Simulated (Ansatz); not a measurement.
## Hypothetical rock salt ZrSi, pressure series

The reference is ZrSi in the rock salt structure (space group Fm-3m, No. 225; a hypothetical phase, not in the database extracts checked).

```xyz
2
Lattice="0.0000 2.6985 2.6985 2.6985 0.0000 2.6985 2.6985 2.6985 0.0000" Properties=species:S:1:pos:R:3 pbc="T T T"
Si     0.0000     0.0000     0.0000
Zr     2.6985     2.6985     2.6985
```

Cell and atoms are relaxed at each pressure.

The values are results of Ansatz (an electronic-structure program) PBE, no SOC, earlier PAW set, not measurements.

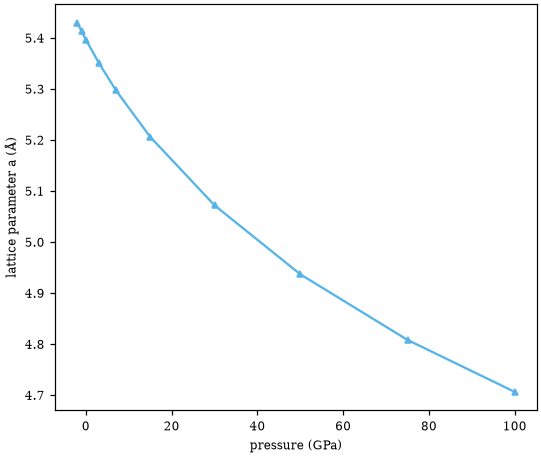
*Lattice parameter a against pressure*

```
pressure (GPa)  lattice parameter a
--------------  -------------------
-2                          5.430 Å
-1                          5.413 Å
3                           5.352 Å
7                           5.298 Å
15                          5.206 Å
30                          5.072 Å
50                          4.937 Å
75                          4.808 Å
100                         4.707 Å
```

Load acts through the strain it causes; cell and atoms are relaxed under it. Stability against distortions was not tested. Competing high-pressure phases were not computed. All final runs are without spin polarisation.
